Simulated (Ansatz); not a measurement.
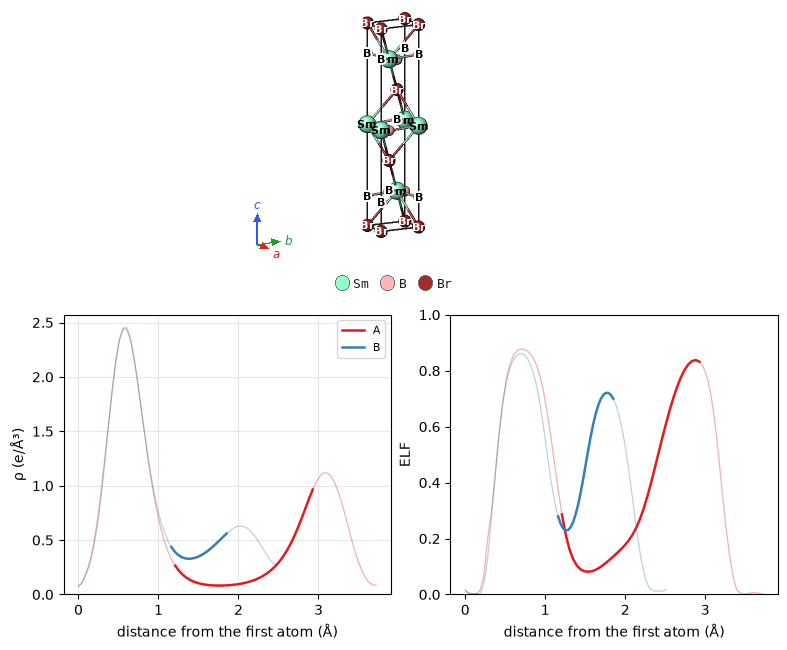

*SmB$_{2}$Br. Valence pseudo-density and electron localisation function along straight lines between neighbouring atoms. Thin, pale parts lie inside the atomic spheres. The structure is drawn too.*

Space group R-3m; a structure generated by program, which may or may not match a known phase; computed without spin polarisation; no Hubbard U on the f states and no spin–orbit coupling.

All numbers below come from Ansatz, DFT PBE, scalar-relativistic, plane waves, PAW; 4f electrons in the core of a trivalent norm-conserving potential.

In a pseudopotential calculation such maps are meaningful between the atoms, not at the nuclei.

Question: Which curve belongs to which contact (Sm–B and Sm–Br)? The first atom named is at distance zero.

Answer: Curve A: Sm–Br (3.72 Å): ρ at the midpoint is about 0.08 e/Å³; the ELF is about 0.15 at the midpoint (no shared electron pair shows on this line). Curve B: Sm–B (2.51 Å): ρ at the midpoint is about 0.36 e/Å³; the ELF peaks at about 0.70 in the valence shell of B, 0.7 Å from its nucleus, and drops to about 0.25 between the two atoms.
